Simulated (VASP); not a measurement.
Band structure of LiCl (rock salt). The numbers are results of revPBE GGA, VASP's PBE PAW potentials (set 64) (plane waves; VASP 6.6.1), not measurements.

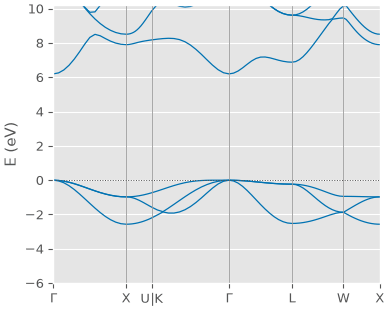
Bands along high-symmetry lines, zero at the valence-band maximum or, without a gap, the Fermi level

Task: Read the plot: is there a gap, and where are the band edges?

Result: The gap is direct, 6.20 eV, from the valence maximum at Γ to the conduction minimum at Γ. (Edges off the drawn lines would not show.)

Measured: gap 9.40 eV (computed value off by -3.20 eV), as given by Wei Chen et al., Physical Review Materials (2018), doi:10.1103/physrevmaterials.2.073803.

The compound is LiCl in the rock salt structure. It was relaxed first, which changed the volume by +6 %.
